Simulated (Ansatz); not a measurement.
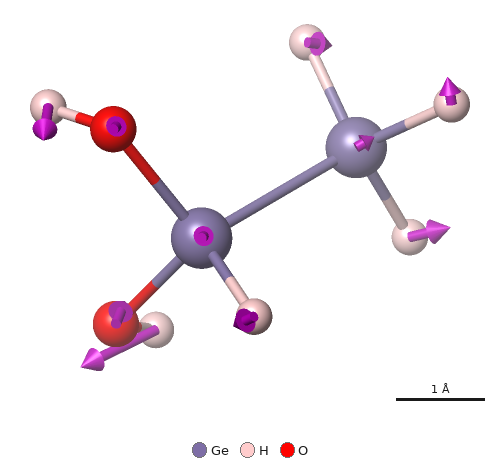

This is a relaxation of Ge$_{2}$H$_{6}$O$_{2}$. The starting structure is drawn; purple arrows show the displacements, at their true length. The two geometries are superimposed by the best rigid fit.

The picture is a ball-and-stick view, seen at a tilt.

The run prepares the start of a later molecular dynamics calculation, from a guessed geometry.

Theory: Ansatz 0.2.0, RHF/def2-SVP. (no spin polarisation; force threshold 0.02 eV/Å; at most 40 steps)

### Atoms of which element are displaced furthest, and by how much?

Hydrogen: up to 1.18 Å, against 0.53 Å for oxygen.

### What did the optimiser do to the structure, and how much energy did it gain?

Over 22 accepted moves (27 points after the start) the energy falls by 8.88 kcal/mol. Largest force component: 3.2 eV/Å at the start, 0.018 eV/Å at the end. The line search rejected the trial steps at points 12, 15, 18, 24, 26 of the run. The forces were under the threshold at step 25, but the run went on from there. The largest move after the best rigid fit is that of an H atom, 1.18 Å. Largest moves by element: H 1.18 Å, O 0.53 Å, Ge 0.28 Å. Near-neighbour distances that change, for instance: H–O 1.010 → 0.944 Å, Ge–Ge 2.400 → 2.441 Å, Ge–H 1.550 → 1.531 Å. Among the angles between lasting bonds that change: Ge–O–H 109.5° → 117.8°, Ge–Ge–H 109.5° → 116.6°, Ge–Ge–O 109.4° → 106.6°. Groups turn about Ge–O by about 140°, Ge–O by about 75°. Cost: 33 s on 4 threads of Arm Neoverse V2, on a shared host, peak memory 0.33 GiB.

Limits of the set-up: Hartree-Fock leaves out electron correlation.
